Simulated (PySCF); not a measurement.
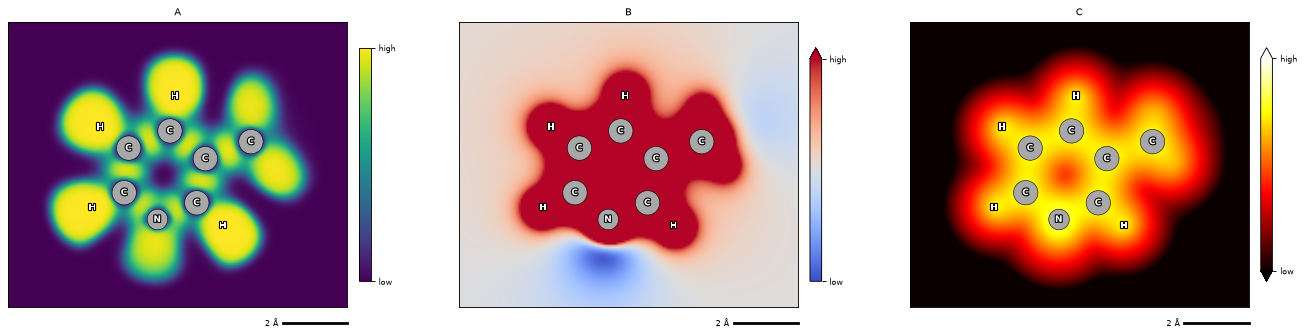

C$_{6}$H$_{8}$N$_{2}$ (SMILES NCc1cccnc1): 3 fields on the plane of atoms C5, C6 and H15, with unlabelled colour scales. Grey discs cover the atomic cores.

Geometry: GFN2-xTB, NEB image 0 of 0 to 8.

Method: PBE0/pcSseg-1, SCF density, gas phase, non-relativistic in PySCF 2.14.0.

Question: The panels show electron density, electron localisation function and electrostatic potential in some order. Assign them.

Answer: Panel A: electron localisation function. Panel B: electrostatic potential (strongly positive close to the atoms, with negative regions outside electron-rich atoms). Panel C: electron density. From the grid: C–N (1.32 Å): ρ is about 2.5 e/Å³ halfway; the ELF peaks at about 0.90 between the atoms, as expected for a covalent bond. C–C (1.38 Å): ρ at the midpoint is about 2.1 e/Å³; the ELF peaks at about 0.95 between the atoms, as expected for a covalent bond.
